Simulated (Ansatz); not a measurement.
# (SiC)1(MgO)3 [0001] superlattice, started as wurtzite: following an unstable mode

Wanted: the energy along a soft mode of (SiC)1(MgO)3 [0001] superlattice, started as wurtzite and the structure at the end.

Calculated with Ansatz 0.2.0; DFT PBEsol, scalar-relativistic, plane waves, PAW.

The structure was built from a prototype and need not be the compound's stable phase.

## Step 1: The structure

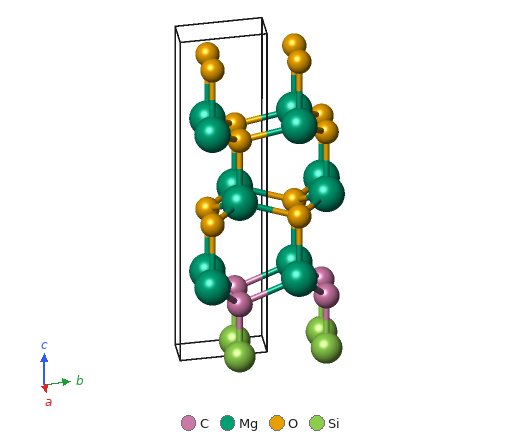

The cell as given, from a free direction (carbon pink, magnesium teal, oxygen orange, silicon green). 2×2×1 cells are drawn.

## Step 2: Linear response at the zone centre

The cell comes from relaxations at this level that are not shown. The zone centre is the only wavevector solved here; it holds the modes that light can see, as far as symmetry allows. No field response is asked, since the mesh shows no gap.

Input file input.yaml:

```yaml
crystal:
  lattice:
    - [3.3151963347, 0.0, 0.0]
    - [-1.6575981673, 2.8710442444, 0.0]
    - [0.0, 0.0, 10.3376472504]
  atoms:
    - { symbol: C, position: [0.3333333333, 0.6666666667, 0.1757132718] }
    - { symbol: Mg, position: [0.6666666667, 0.3333333333, 0.2549953568] }
    - { symbol: Mg, position: [0.3333333333, 0.6666666667, 0.495321953] }
    - { symbol: Mg, position: [0.6666666667, 0.3333333333, 0.7348127706] }
    - { symbol: O, position: [0.6666666667, 0.3333333333, 0.4508227608] }
    - { symbol: O, position: [0.3333333333, 0.6666666667, 0.6900257389] }
    - { symbol: O, position: [0.6666666667, 0.3333333333, 0.9369077861] }
    - { symbol: Si, position: [0.3333333333, 0.6666666667, 0.0114003619] }
kpoints:
  mp_grid: { grid: [12, 12, 4] }
hamiltonian:
  xc: pbesol
scf:
  occupations: { method: methfessel_paxton, width: 0.2 }
output:
  eigenvalues: true
phonons:
  method: dfpt
```

Launch:

```bash
$ ansatz run input.yaml --threads 4 --pin off --max-ram 14336MiB --backend cpu --events-out ev --progress --plain --runs-dir out
```

Numbers of over 12 decimals in the logs are rounded to 6 here.

The log of the run:

```text
Engine: ansatz 0.2.0, x86_64-unknown-linux-gnu
Pseudopotentials: kind: paw
Pseudopotential: C, paw, valence charge 4, recommended cutoff 420 eV (normal), C.paw.azcp
Pseudopotential: Mg, paw, valence charge 10, recommended cutoff 420 eV (normal), Mg.paw.azcp
Pseudopotential: O, paw, valence charge 6, recommended cutoff 420 eV (normal), O.paw.azcp
Pseudopotential: Si, paw, valence charge 4, recommended cutoff 420 eV (normal), Si.paw.azcp
Functional definition: PBEsol
  exchange = pbesol_x
  correlation = pbesol_c
Crystal: 8 atoms, lattice volume = 98.395 Å³
Basis set: ecut = 420 eV, 1967 PW (Γ), exchange–correlation on 48×48×144 points (8 copies of the dense FFT grid, shifted against one another)
Bands: 36, of which v1, the nominal top of the filled ones, is band 28 counted from 1 (27 counted from 0)
Symmetry: 6 space group operations
k-points: 164 of 576 (irreducible under 2 space group operations, time reversal used)
Non-local potential: C, projectors of the file, l = 0: 2, l = 1: 2, l = 2: 1
Non-local potential: Mg, projectors of the file, l = 0: 3, l = 1: 2, l = 2: 1
Non-local potential: O, projectors of the file, l = 0: 2, l = 1: 2, l = 2: 1
Non-local potential: Si, projectors of the file, l = 0: 2, l = 1: 2, l = 2: 2
PAW form: soft (Blöchl's): semilocal exchange-correlation on the pseudo side does not see the compensation charge
PAW frozen core: C, regenerated for the run's functional, and the local potential with it (the file was generated under x = pbe(κ = 0.804, μ = 0.219515), c = pbe(β = 0.066725))
PAW frozen core: Mg, regenerated for the run's functional, and the local potential with it (the file was generated under x = pbe(κ = 0.804, μ = 0.219515), c = pbe(β = 0.066725))
PAW frozen core: O, regenerated for the run's functional, and the local potential with it (the file was generated under x = pbe(κ = 0.804, μ = 0.219515), c = pbe(β = 0.066725))
PAW frozen core: Si, regenerated for the run's functional, and the local potential with it (the file was generated under x = pbe(κ = 0.804, μ = 0.219515), c = pbe(β = 0.066725))
PAW one-centre angular grid: C, 110 points (default); XC on 64 Gauss nodes
PAW one-centre angular grid: Mg, 110 points (default); XC on 64 Gauss nodes
PAW one-centre angular grid: O, 110 points (default); XC on 64 Gauss nodes
PAW one-centre angular grid: Si, 110 points (default); XC on 64 Gauss nodes
Initial density: superposition of atomic densities (neutral atoms: chi_scale 0, normalization atom), corrected by the library's trained network
Initial wavefunctions: pseudopotential atomic-orbital guess
Functional: x = pbesol(κ = 0.804, μ = 0.123457), c = pbesol(β = 0.046)
SCF iter   1: F=—  HF=-8290.434079 eV  |F-HF|=—  |Δ(HF+E_count)|=         —  Δρ=1.49e-2  dr2=4.83e-1  ethr=1.77e-3  ⟨swp⟩=6.7  Hψ=26326  notcnv=0
preconditioner: auto → Kerker (q_TF=auto, 2.484 Å⁻¹)  [metal: Δε(μ)=0.078 eV  Ē_g=12.213 eV  σ=0.200 eV  W_gap=0.31  n_scr=26 (ndim 8)  ℏωp=21.2 eV  f_vac=0.007  D(μ)=1.65/eV (n_scr^D=4)]
SCF iter   2: F=—  HF=-8290.381822 eV  |F-HF|=—  |Δ(HF+E_count)|=   5.23e-2  S|Δr|=    0.00e0  Δρ=6.05e-3  dr2=1.79e-1  ethr=8.62e-4  ⟨swp⟩=1.0  Hψ=7216  notcnv=0
SCF iter   3: F=—  HF=-8290.361719 eV  |F-HF|=—  |Δ(HF+E_count)|=   2.01e-2  S|Δr|=    0.00e0  Δρ=1.97e-3  dr2=5.13e-2  ethr=3.19e-4  ⟨swp⟩=1.0  Hψ=5596  notcnv=0
SCF iter   4: F=—  HF=-8290.354171 eV  |F-HF|=—  |Δ(HF+E_count)|=   7.55e-3  S|Δr|=    0.00e0  Δρ=1.16e-3  dr2=2.06e-2  ethr=9.16e-5  ⟨swp⟩=1.0  Hψ=6459  notcnv=0  defer=37
SCF iter   5: F=—  HF=-8290.349706 eV  |F-HF|=—  |Δ(HF+E_count)|=   4.46e-3  S|Δr|=    0.00e0  Δρ=8.96e-4  dr2=6.50e-3  ethr=3.68e-5  ⟨swp⟩=1.0  Hψ=6317  notcnv=0  defer=101
SCF iter   6: F=—  HF=-8290.347942 eV  |F-HF|=—  |Δ(HF+E_count)|=   1.76e-3  S|Δr|=    0.00e0  Δρ=4.55e-4  dr2=1.54e-3  ethr=1.16e-5  ⟨swp⟩=2.6  Hψ=9815  notcnv=0  defer=108
SCF iter   7: F=—  HF=-8290.347594 eV  |F-HF|=—  |Δ(HF+E_count)|=   3.47e-4  S|Δr|=    0.00e0  Δρ=2.11e-4  dr2=2.60e-4  ethr=2.74e-6  ⟨swp⟩=2.2  Hψ=9656  notcnv=0  defer=108
SCF iter   8: F=—  HF=-8290.347548 eV  |F-HF|=—  |Δ(HF+E_count)|=   4.60e-5  S|Δr|=    0.00e0  Δρ=9.76e-5  dr2=5.65e-5  ethr=4.65e-7  ⟨swp⟩=2.0  Hψ=8063  notcnv=0  defer=175
SCF iter   9: F=—  HF=-8290.347545 eV  |F-HF|=—  |Δ(HF+E_count)|=   3.51e-6  S|Δr|=    0.00e0  Δρ=4.27e-5  dr2=1.74e-5  ethr=1.01e-7  ⟨swp⟩=1.0  Hψ=5649  notcnv=0  defer=187
SCF iter  10: F=—  HF=-8290.347542 eV  |F-HF|=—  |Δ(HF+E_count)|=   3.10e-6  S|Δr|=    0.00e0  Δρ=2.82e-5  dr2=4.81e-6  ethr=3.12e-8  ⟨swp⟩=2.4  Hψ=9641  notcnv=0  defer=191
SCF iter  11: F=—  HF=-8290.347541 eV  |F-HF|=—  |Δ(HF+E_count)|=   5.39e-7  S|Δr|=    0.00e0  Δρ=2.13e-5  dr2=1.34e-6  ethr=8.58e-9  ⟨swp⟩=2.7  Hψ=10530  notcnv=0  defer=221
SCF iter  12: F=—  HF=-8290.347541 eV  |F-HF|=—  |Δ(HF+E_count)|=   4.32e-7  S|Δr|=    0.00e0  Δρ=7.92e-6  dr2=1.82e-7  ethr=2.39e-9  ⟨swp⟩=2.6  Hψ=9285  notcnv=0  defer=221
SCF iter  13: F=—  HF=-8290.347541 eV  |F-HF|=—  |Δ(HF+E_count)|=   3.28e-9  S|Δr|=    0.00e0  Δρ=2.13e-6  dr2=6.44e-9  ethr=3.25e-10  ⟨swp⟩=2.0  Hψ=7157  notcnv=0  defer=224
SCF iter  14: F=—  HF=-8290.347541 eV  |F-HF|=—  |Δ(HF+E_count)|=   2.60e-9  S|Δr|=    0.00e0  Δρ=7.86e-7  dr2=9.89e-10  ethr=1.15e-11  ⟨swp⟩=2.0  Hψ=7788  notcnv=0  defer=224
SCF iter  15: F=—  HF=-8290.347541 eV  |F-HF|=—  |Δ(HF+E_count)|=  4.37e-11  S|Δr|=    0.00e0  Δρ=3.89e-7  dr2=2.31e-10  ethr=1.77e-12  ⟨swp⟩=2.0  Hψ=7594  notcnv=0  defer=224
SCF iter  16: F=—  HF=-8290.347541 eV  |F-HF|=—  |Δ(HF+E_count)|=  1.27e-11  S|Δr|=    0.00e0  Δρ=1.29e-7  dr2=6.73e-11  ethr=1.00e-12  ⟨swp⟩=2.0  Hψ=5734  notcnv=0  defer=224
SCF iter  17: F=—  HF=-8290.347541 eV  |F-HF|=—  |Δ(HF+E_count)|=  9.09e-12  S|Δr|=    0.00e0  Δρ=4.23e-8  dr2=1.70e-11  ethr=1.00e-12  ⟨swp⟩=1.0  Hψ=5556  notcnv=0  defer=224
SCF iter  18: F=-8290.347541 eV  HF=-8290.347541 eV  |F-HF|=3.64e-12  |Δ(HF+E_count)|=  1.82e-12  S|Δr|=    0.00e0  Δρ=2.23e-8  dr2=4.35e-12  ethr=1.00e-12  ⟨swp⟩=11.4  Hψ=28451  notcnv=0
SCF 1 converged in 18 iterations: F = -8290.347541 eV  dr2 = 4.35e-12
  greatest PAW one-centre occupation: 1.000 electrons in one spin orbital (limit 2), on the Mg atom at site 1 (counted from 0), in its partial waves of l = 0
DFPT response loops at Γ: preconditioner auto → Kerker (q_TF=auto, 2.484 Å⁻¹) (partly filled bands, converged f_vac=0.008); β = 1.00, the filter's whole step (`scf.mixing.beta` (0.50) is not read by the response loops under this deck's `scf.mixing.preconditioner`; to damp them name `kerker` or `kerker_dos`, under which they read `scf.mixing.beta`, and type it under 1.00, their step now; both keys bind the ground state too); Broyden in place of MSR1
SCF converged after 18 iterations
Stability not checked: this state was not tested for a lower state beside it, because cold or Methfessel-Paxton smearing, or corrected tetrahedra, fill the levels in a way that the test cannot read (fill_not_monotonic; see scf.lower_state_search)
Free energy (F): -8290.347541 eV
Harris-Foulkes:  -8290.347541 eV  (|F-HF|=3.64e-12)
Internal energy: -8290.347630 eV  (E = F + TS)
E sigma→0 (E₀):  -8290.347563 eV
Entropy (-TS):   0.000090 eV (0.011 meV/atom)
Fermi energy:    7.746998 eV
Step filling:    the computed levels leave a gap of 0.0000 eV = 0.0 smearing widths at the electron count; against every level under it full and every level over it empty, smearing changes F+E_penalty+E_count by -4.220 meV and its σ→0 estimate by -4.242 meV
--- Per-component energies (eV) ---
  E_band       = -1001.099211
  E_kinetic    = 886.033524
  E_local      = -6492.293584  (includes V_loc(G=0)·N_el)
  E_nonlocal   = 484.129101
  E_hartree    = 2406.684762
  E_xc         = -410.421226
  E_vxc        = -502.852496  (∫ρ·V_xc dr)
  E_paw        = -1890.960369  (= ΣΔE_a)
  E_vpaw       = -189.492626  (= ΣTr[D̂ρ^β])
  E_aug_tail   = 0.007277  (compensation charges beyond the density's cutoff)
  E_ewald      = -3273.862228
  E_core_change = 0.335112  (= ΣΔE_core)
  E_smearing   = 0.000090  (= −TS)
  E_closure    = -0.000000  (closes the sum)
  Σ components = -8290.347541   (vs F -8290.347541, Δ=0.00e0)
--- Band table (eV; the first three rows and the last of 164) ---
  k-point 0: bands = [... 24 lower, 4.2234, 4.7059, 5.8316, 8.1241, 8.1241, 9.3957, 11.0597, 12.9499, ... 4 higher]
  k-point 1: bands = [... 24 lower, 4.2236, 4.3458, 6.0642, 8.1242, 8.1242, 9.2485, 11.2238, 12.9496, ... 4 higher]
  k-point 2: bands = [... 24 lower, 4.2237, 4.2237, 6.2499, 8.1243, 8.1243, 9.1108, 11.3844, 12.9493, ... 4 higher]
  k-point 163: bands = [... 24 lower, 3.9062, 4.7928, 5.1972, 6.3175, 9.3810, 10.3223, 11.9197, 12.4113, ... 4 higher]
--- Phonons (Γ-DFPT): 16 representative perturbations + reference, on 164 of 576 k-points (Σ response iterations 48) ---
  k mesh reduced under 2 symmetry operations, with k and −k counted as one. Each operation leaves every solved perturbation unchanged. A smaller set is not used because it would not reduce the number of displacements times k-points to solve
  ASR residual: 2.228e-4 → 0.000e0 eV/Å²; symmetrization residual: 1.126e-5 eV/Å²
  ASR residual per site (eV/Å²): 1.25e-5 6.73e-5 8.88e-5 2.23e-4 5.85e-5 6.26e-5 1.08e-5 4.51e-5
  Γ frequencies (cm⁻¹): -307.15 -307.15 0.00 0.00 0.00 112.15 112.15 130.90 130.90 178.10 178.10 225.22 271.08 384.64 446.50 506.87 530.27 530.27 532.95 532.95 545.31 545.31 558.54 1009.44
  non-analytic LO–TO correction: not included (Born effective charges unavailable; polar crystals: no LO–TO splitting at Γ)
```

Wall time 2.4 min (4 threads of Intel Xeon Platinum 8488C (Sapphire Rapids), shared host); peak memory 1.9 GiB.

Numbers from this step:

```
volume per atom                                         : 12.30 Å³
gap on the k-mesh                                       : 0 eV
sum-rule residual before enforcement                    : 2.23e-4 eV/Å²
point group                                             : 3m
highest optical mode at the zone centre (no LO-TO term) : 1009 cm⁻¹
lowest optical zone-centre mode                         : -307.1 cm⁻¹
```

Patterns of degenerate modes are one choice out of their space. The modes at Γ (shares of kinetic energy by element, %) (negative means imaginary):

```tsv
mode	frequency (cm⁻¹)	symmetry	C %	Mg %	O %	Si %
1	-307.1	E	0	0	65	34
2	-307.1	E	0	0	65	34
3	0.0	acoustic	7	45	30	17
4	0.0	acoustic	7	45	30	17
5	0.0	acoustic	7	45	30	17
6	112.2	E	0	23	38	39
7	112.2	E	0	23	38	39
8	130.9	E	17	62	15	6
9	130.9	E	17	62	15	6
10	178.1	E	7	61	29	3
11	178.1	E	7	61	29	3
12	225.2	A1	12	40	16	32
13	271.1	A1	0	64	34	2
14	384.6	A1	1	70	23	7
15	446.5	A1	2	29	54	15
16	506.9	A1	1	21	76	2
17	530.3	E	0	37	63	0
18	530.3	E	0	37	63	0
19	533.0	E	2	39	60	0
20	533.0	E	2	39	60	0
21	545.3	E	66	32	2	0
22	545.3	E	66	32	2	0
23	558.5	A1	0	29	68	3
24	1009.4	A1	76	1	0	22
```

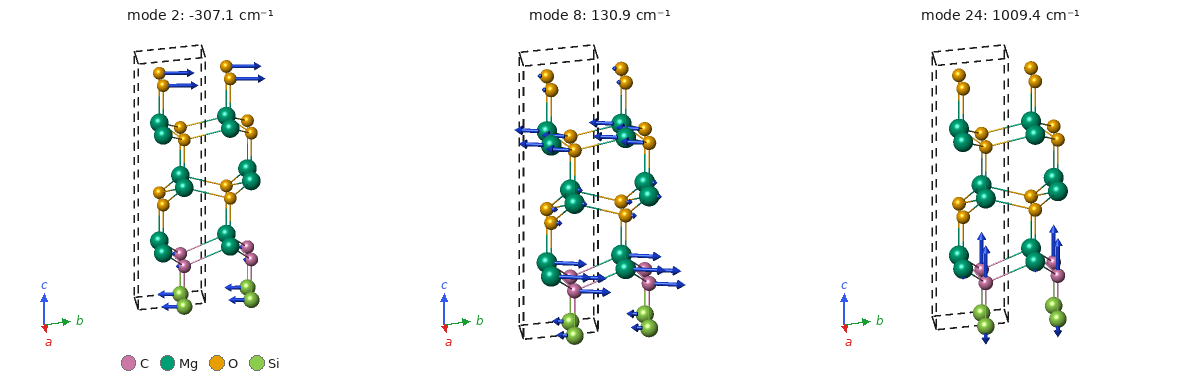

Displacement patterns of modes 2, 8 and 24 at Γ; arrows are exaggerated. 2×2×1 cells are drawn.

Before it was imposed, the acoustic sum rule was missed by 2.2e-4 eV/Å². Small misses are needed for a sound result but don't prove that mesh and cutoff are converged. The lowest optical mode is imaginary, 307.1i cm⁻¹, so the energy falls along it.

## Step 3: The mode frozen in, largest atomic shift 0 Å

The mode followed lies at Γ with frequency 307.2i cm⁻¹ and is 2-fold degenerate, the softest among the wavevectors solved. At small amplitude the distorted cell has space group no. 1 by a symmetry search on the positions. The undistorted cell that holds it gives the zero of energy on the same k mesh.

Changes to input.yaml since step 2:

```diff
@@ -21,4 +21,4 @@
 output:
+  forces: true
+  stress: true
   eigenvalues: true
-phonons:
-  method: dfpt
```

The log of the run:

```text
[...]
Crystal: 8 atoms, lattice volume = 98.395 Å³
Basis set: ecut = 420 eV, 1967 PW (Γ), exchange–correlation on 48×48×144 points (8 copies of the dense FFT grid, shifted against one another)
Bands: 36, of which v1, the nominal top of the filled ones, is band 28 counted from 1 (27 counted from 0)
Symmetry: 6 space group operations
[...]
k-points: 69 of 576 (time reversal used)
[...]
k-point 0: bands = [... 24 lower, 4.2234, 4.7059, 5.8315, 8.1241, 8.1241, 9.3957, 11.0597, 12.9499, ... 4 higher]
  k-point 1: bands = [... 24 lower, 4.2236, 4.3458, 6.0642, 8.1242, 8.1242, 9.2485, 11.2238, 12.9496, ... 4 higher]
  k-point 2: bands = [... 24 lower, 4.2238, 4.2238, 6.2499, 8.1243, 8.1243, 9.1108, 11.3844, 12.9492, ... 4 higher]
  k-point 68: bands = [... 24 lower, 3.9061, 4.9143, 5.1021, 5.6323, 9.9228, 10.5197, 12.3669, 12.3895, ... 4 higher]
[key lines of the parts left out:]
SCF converged after 13 iterations
Free energy (F): -8290.347541 eV
Fermi energy:    7.746969 eV
P = ⅓ Tr σ = 0.0002 GPa (0.002 kbar)
```

Run time: 4.3 s. Hardware: 4 threads; peak memory 0.54 GiB.

This step gave:

```yaml
pressure: 2.43e-4 GPa
energy_from_the_undistorted_cell: 0 meV/atom
```

The run ends at a pressure of 0.00 GPa, with forces up to 5.0e-4 eV/Å.

## Step 4: The mode frozen in, largest atomic shift 0.32 Å

The atoms are moved along the unstable eigenvector, the largest shift by 0.32 Å, with the cell fixed.

input.yaml, the sections that differ from step 3:

```yaml
crystal:
  lattice:
    - [3.3151963347, 0.0, 0.0]
    - [-1.6575981673, 2.8710442444, 0.0]
    - [0.0, 0.0, 10.3376472504]
  atoms:
    - { symbol: C, position: [0.3428721204, 0.6669654155, 0.1757132718] }
    - { symbol: Mg, position: [0.6713557117, 0.3334801913, 0.2549953568] }
    - { symbol: Mg, position: [0.3329185283, 0.6666536752, 0.495321953] }
    - { symbol: Mg, position: [0.6621876429, 0.3331930531, 0.7348127706] }
    - { symbol: O, position: [0.6666408386, 0.3333325244, 0.4508227608] }
    - { symbol: O, position: [0.329756991, 0.6665546579, 0.6900257389] }
    - { symbol: O, position: [0.5686430679, 0.3302632952, 0.9369077861] }
    - { symbol: Si, position: [0.3873236334, 0.6683576093, 0.0114003619] }
# kpoints, hamiltonian, scf, output: as in step 3
```

The log of the run:

```text
[...]
Crystal: 8 atoms, lattice volume = 98.395 Å³
Basis set: ecut = 420 eV, 1967 PW (Γ), exchange–correlation on 48×48×144 points (8 copies of the dense FFT grid, shifted against one another)
Bands: 36, of which v1, the nominal top of the filled ones, is band 28 counted from 1 (27 counted from 0)
Symmetry: 1 space group operations
[...]
k-points: 292 of 576 (time reversal used)
[...]
k-point 0: bands = [... 24 lower, 4.1568, 4.6131, 5.9960, 7.9999, 8.1867, 9.3454, 10.9847, 12.5597, ... 4 higher]
  k-point 1: bands = [... 24 lower, 4.1569, 4.2908, 6.1945, 8.0012, 8.1926, 9.1887, 11.1499, 12.5598, ... 4 higher]
  k-point 2: bands = [... 24 lower, 4.1542, 4.1571, 6.3640, 8.0028, 8.2008, 9.0395, 11.3104, 12.5599, ... 4 higher]
  k-point 291: bands = [... 24 lower, 3.9442, 4.5635, 4.6862, 7.2638, 9.0019, 10.7362, 11.6669, 11.9858, ... 4 higher]
[key lines of the parts left out:]
SCF converged after 13 iterations
Free energy (F): -8290.537214 eV
Fermi energy:    7.777702 eV
P = ⅓ Tr σ = 2.0793 GPa (20.793 kbar)
```

Wall time 17 s (4 threads); peak memory 0.99 GiB; 67 s of CPU time.

Numbers from this step:

| Property | Result |
| --- | --- |
| pressure | 2.079 GPa |
| energy from the undistorted cell | -23.75 meV/atom |

The energy, extrapolated to zero smearing, is -23.75 meV/atom against the undistorted cell.

The run ends at a pressure of 2.08 GPa, with forces up to 0.98 eV/Å.

## Step 5: Energy along the mode, all amplitudes (two of the runs are shown above)

An imaginary frequency means negative curvature, so the energy should fall and then rise again as anharmonic terms take over.

This step gave:

| Quantity | Value |
| --- | --- |
| depth at the lowest point sampled | 23.75 meV/atom |
| largest atomic shift at that point | 0.32 Å |

The energy from the parent by largest shift of an atom, one sign:

```tsv
largest shift of an atom, one sign (Å)	energy from the parent (meV/atom)
0.000	0
0.040	-0.863
0.080	-3.30
0.140	-9.08
0.220	-18.0
0.320	-23.8
0.450	-3.99
0.600	88.3
```

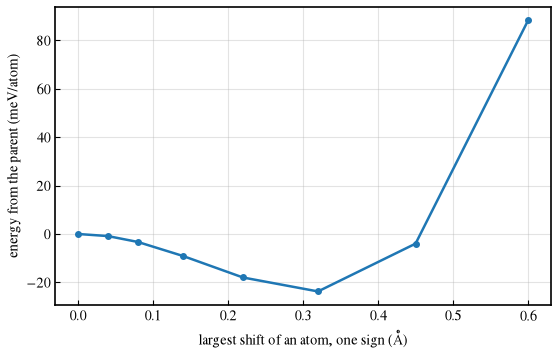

Energy from the parent, plotted against largest shift of an atom, one sign.

Displacement at unit largest shift by atom:

```tsv
atom	x (Å)	y (Å)	z (Å)	size
C1	0.10	0.00	0.00	0.10
Mg2	0.05	0.00	0.00	0.05
Mg3	0.00	0.00	0.00	0.00
Mg4	-0.05	0.00	0.00	0.05
O5	0.00	0.00	0.00	0.00
O6	-0.04	0.00	0.00	0.04
O7	-1.00	-0.03	0.00	1.00
Si8	0.55	0.01	0.00	0.55
```

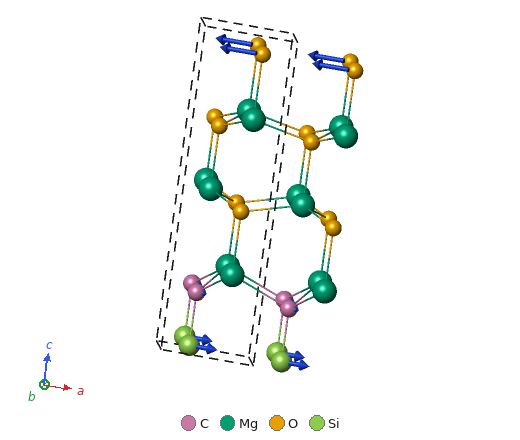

Displacement at unit largest shift as arrows, the longest 1.00 Å. 2×2×1 cells are drawn.

The lowest of the steps tried is at 0.32 Å, 23.8 meV/atom below the parent; the bottom of the well need not coincide with a step.

[end of part 1 of 3]

[Logs are printed without paths, hosts, clocks, repeated set-up lines and the standing remarks that a program may print on its own settings, such as how far it seeks lower states.]

[Hosts, paths, dates, database ids (printed as entryN), source tags and the programs' standing remarks are cut or masked in the printed files.]
